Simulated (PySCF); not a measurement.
# Excited-state calculation, with input and output: C₆H₁₆Si

- system: C₆H₁₆Si (SiHMe2(tBu)), SMILES [H][Si](C)(C)C(C)(C)C
- method: TDDFT B3LYP/def2-SVPD, vertical, gas phase, core orbitals frozen in the response (PySCF 2.14.0)

The geometry comes from this level: PBE0-D3(BJ)/def2-SVP. It belongs to a series of runs on one base structure; here: one ligand: Cl to tBu.

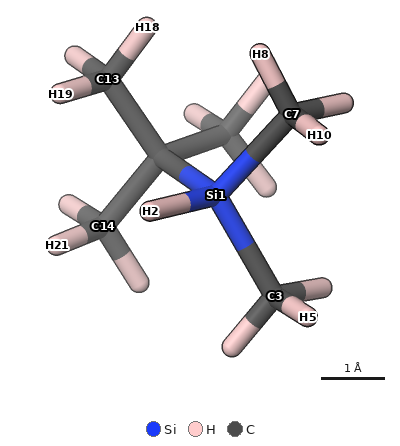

The structure as given in the input (stick view, seen at a tilt; atoms are numbered from 1 in the order of the input). Bond lengths as drawn: C–C 1.53 Å, C–H 1.10 to 1.11 Å, C–Si 1.88 to 1.91 Å and H–Si 1.50 Å.

### The input
```
{"job": {"kind": "uv", "xc": "B3LYP", "basis": "def2-SVPD", "ip": false, "nstates": 10}, "charge": 0, "multiplicity": 1}
Si     0.497726     0.812600     0.617894
H      0.555972     0.729361     2.117216
C      2.257306     0.871597    -0.052239
H      2.851257     0.006528     0.279027
H      2.768673     1.783247     0.294978
H      2.260770     0.886970    -1.153880
C     -0.411299     2.389698     0.133494
H     -1.452446     2.385565     0.490879
H     -0.426308     2.520030    -0.960240
H      0.087371     3.270176     0.568279
C     -0.428484    -0.742142    -0.004029
C     -0.602313    -0.671688    -1.523609
C     -1.801093    -0.810638     0.670253
C      0.383440    -1.986766     0.365102
H     -1.097604    -1.584991    -1.899629
H     -1.224365     0.185693    -1.826851
H      0.363920    -0.587579    -2.047239
H     -2.423918     0.066360     0.430438
H     -1.714851    -0.870188     1.767212
H     -2.355367    -1.704946     0.332500
H      0.545901    -2.060923     1.452998
H      1.370907    -1.995997    -0.123025
H     -0.147934    -2.902315     0.048702
```

The first line tells a small driver script what to run in PySCF; the rest is the geometry in Å.

Command:
```bash
OMP_NUM_THREADS=2 python <driver script> task.json out
```

### Output
```
coarse grid: 18064 points
cycle   1  E = -527.3827517935  dE =  1.155e-01  |g| = 6.088e-01  |ddm| = 1.026e+01
cycle   2  E = -527.3240711300  dE =  5.868e-02  |g| = 7.621e-01  |ddm| = 3.093e+00
cycle   3  E = -527.4834889633  dE = -1.594e-01  |g| = 6.061e-02  |ddm| = 1.478e+00
cycle   4  E = -527.4842189409  dE = -7.300e-04  |g| = 3.251e-02  |ddm| = 2.293e-01
cycle   5  E = -527.4844839418  dE = -2.650e-04  |g| = 5.619e-03  |ddm| = 6.541e-02
cycle   6  E = -527.4844927292  dE = -8.787e-06  |g| = 1.225e-03  |ddm| = 2.152e-02
final grid: 165128 points
cycle   7  E = -527.5701095439  dE = -7.327e-05  |g| = 6.933e-03  |ddm| = 4.017e-01
cycle   8  E = -527.5701011131  dE =  8.431e-06  |g| = 8.911e-03  |ddm| = 4.648e-02
cycle   9  E = -527.5701226317  dE = -2.152e-05  |g| = 5.687e-04  |ddm| = 1.774e-02
cycle  10  E = -527.5701226982  dE = -6.646e-08  |g| = 2.641e-04  |ddm| = 1.914e-03
cycle  11  E = -527.5701227152  dE = -1.709e-08  |g| = 4.299e-05  |ddm| = 6.542e-04
cycle  12  E = -527.5701227157  dE = -4.484e-10  |g| = 1.506e-05  |ddm| = 2.197e-04
```

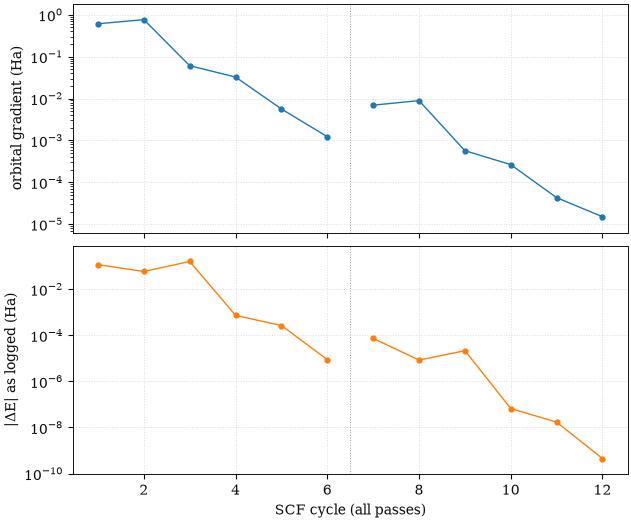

Convergence of the self-consistent field: orbital gradient and size of the energy change against the SCF cycle. The dotted line marks the change from a coarse to the final integration grid. The first 6 cycles use a coarse grid, the final grid takes over at cycle 7, and the field converges after 12 cycles in all.

```
converged SCF energy = -527.5701227157

Static polarisability (au): isotropic 102.466, principal 95.048 102.814 109.535

Singlet excitations
state   eV       nm        f      main configurations
  1   6.7970    182.4   0.01659   H->L 0.99
  2   7.3300    169.1   0.01062   H->L+1 0.99
  3   7.4364    166.7   0.04106   H->L+2 0.98
  4   7.7475    160.0   0.01914   H->L+3 0.98
  5   7.7765    159.4   0.02198   H-1->L 0.96
  6   7.9687    155.6   0.03291   H-2->L 0.95
  7   8.0919    153.2   0.02689   H->L+4 0.96
  8   8.2943    149.5   0.01105   H->L+5 0.94
  9   8.3177    149.1   0.10028   H-1->L+1 0.77, H->L+6 0.15
 10   8.4145    147.3   0.13773   H->L+6 0.79, H-1->L+1 0.16

Triplet excitations (Tamm-Dancoff, eV): 6.7158 7.2115 7.2944 7.6368
```

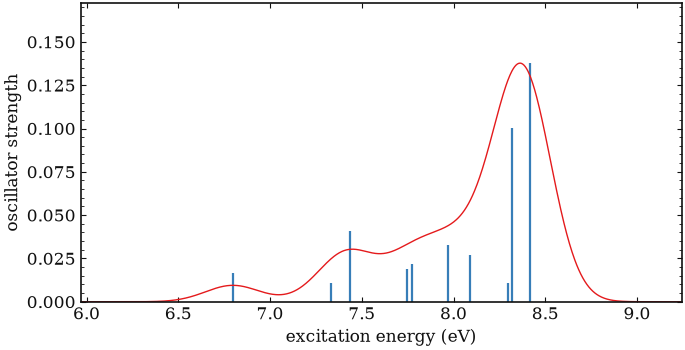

Computed excitations as sticks (degenerate states added up, dark ones marked on the axis), with a Gaussian envelope of 0.35 eV full width at half maximum, scaled to the tallest. Of the 10 states the lowest lies at 6.80 eV (f = 0.017); the strongest line is at 8.41 eV, or 147 nm (f = 0.138).

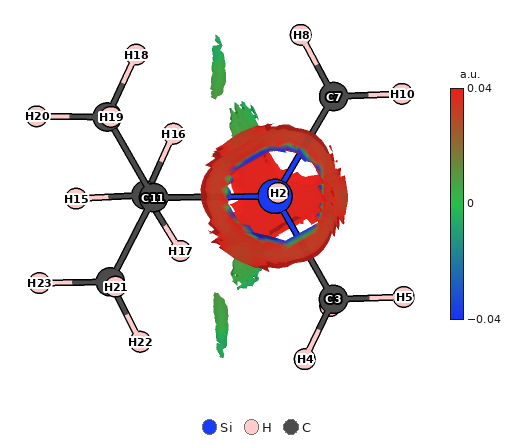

Non-covalent interaction (NCI) plot: the surface where the reduced density gradient is 0.6, for densities under 0.05 a.u., coloured by sign(λ₂)ρ; seen face on.

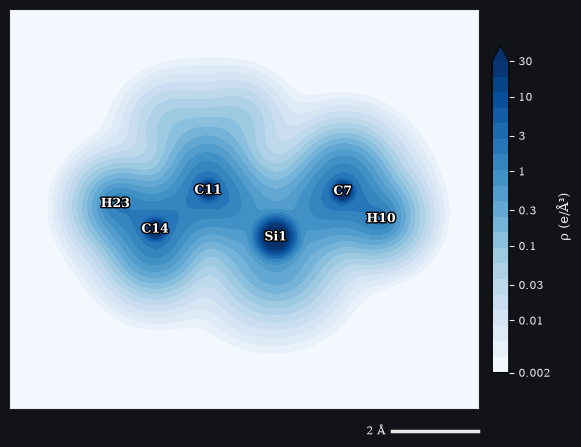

Total electron density on the plane of atoms Si1, C7 and H10. C–C (1.53 Å): ρ is about 1.6 e/Å³ halfway.

### Key numbers

```csv
quantity,value
outcome,converged
total energy,−527.570123 hartree
HOMO,−7.32 eV
LUMO,0.28 eV
dipole moment,0.52 D
mean polarisability,102.47 a.u.
lowest singlet excitation,6.80 eV
hardware,"2 CPU threads, shared host"
wall time,35 s (CPU time 81 s)
peak memory,1.7 GiB
```
